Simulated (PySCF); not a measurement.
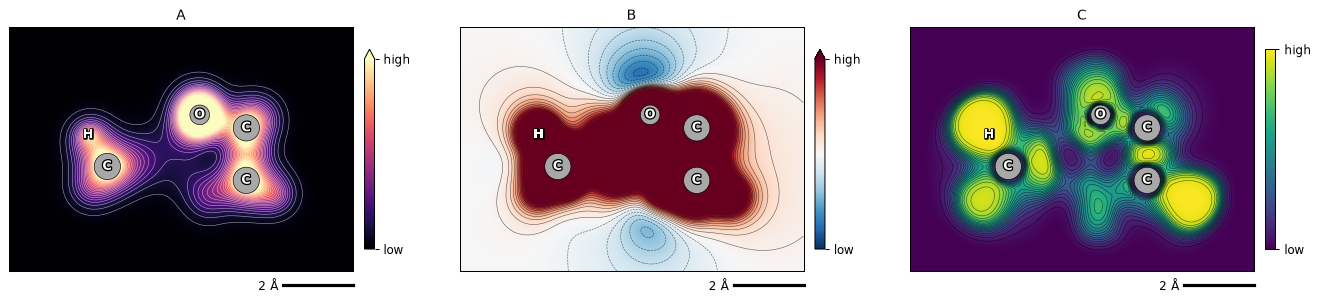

C3H9NO2Si (SMILES C[Si]1(N)OCCO1): 3 fields on the plane of atoms O4, C5 and C6, with unlabelled colour scales. Grey discs cover the atomic cores.

Geometry: GFN2-xTB, MD frame at 250 fs, 200 K.

All numbers below come from PBE0/pcSseg-1, SCF density, gas phase, non-relativistic (PySCF 2.14.0).

Which field does each panel show? The fields are: electron density, electron localisation function and electrostatic potential.

Panel A: electron density. Panel B: electrostatic potential (strongly positive close to the atoms, with negative regions outside electron-rich atoms). Panel C: electron localisation function. From the grid: C–O (1.39 Å): ρ at the midpoint is about 2.1 e/Å³, with its minimum of 1.8 e/Å³ about 0.5 Å from C; the ELF peaks at about 0.90 between the atoms: a polar covalent bond. C–C (1.51 Å): the density is about 1.8 e/Å³ at the midpoint; the ELF peaks at about 0.95 between the atoms: a shared electron pair.
